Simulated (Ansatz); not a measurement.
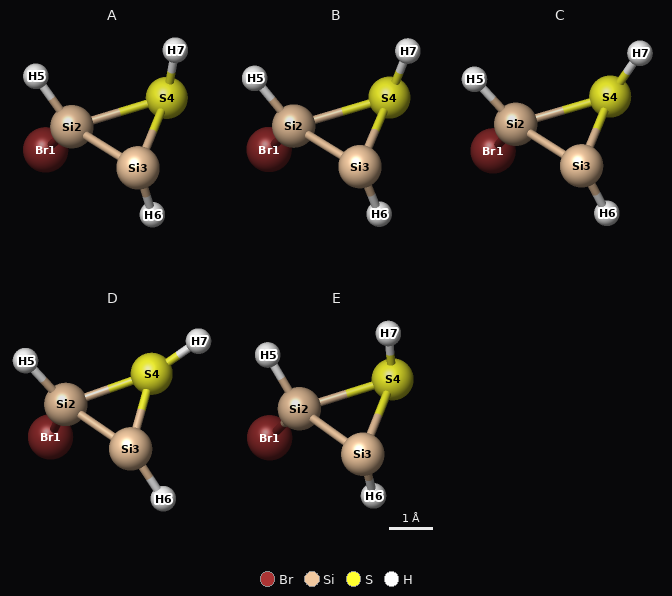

5 geometries from one relaxation of Si$_{2}$H$_{3}$SBr, in shuffled order. The picture is a ball-and-stick view, seen at a tilt.

The run prepares an end point of a later path (hydrogen shift) calculation, from a guessed geometry.

Computed with RKS B3LYP-D4/def2-SVP (Ansatz). (no spin polarisation; force threshold 0.02 eV/Å; at most 50 steps)

Order the frames from highest to lowest energy.

Answer. D, C, B, A, E. They are steps 0, 2, 3, 4, 11, at +2.308 eV, +0.535 eV, +0.283 eV, +0.133 eV relative to the last. The largest move after the best rigid fit is that of H7, 0.84 Å. By element the largest moves are H 0.84 Å, S 0.50 Å, Si 0.43 Å, Br 0.12 Å. Some distances before and after: Si3–S4 2.086 → 2.511 Å, Si2–S4 2.144 → 2.299 Å, Si2–Si3 2.195 → 2.336 Å, Br1–Si2 2.132 → 2.244 Å. Bond angles that change, for instance: Si2–S4–H7 162.3° → 96.6°, Si2–Si3–H6 122.4° → 85.8°, S4–Si3–H6 111.7° → 84.5°. The energy falls by 2.308 eV in 9 accepted moves (11 points after the start). Largest force component: 3.8 eV/Å at the start, 0.017 eV/Å at the end. The line search rejected the trial steps at points 7, 9 of the run.
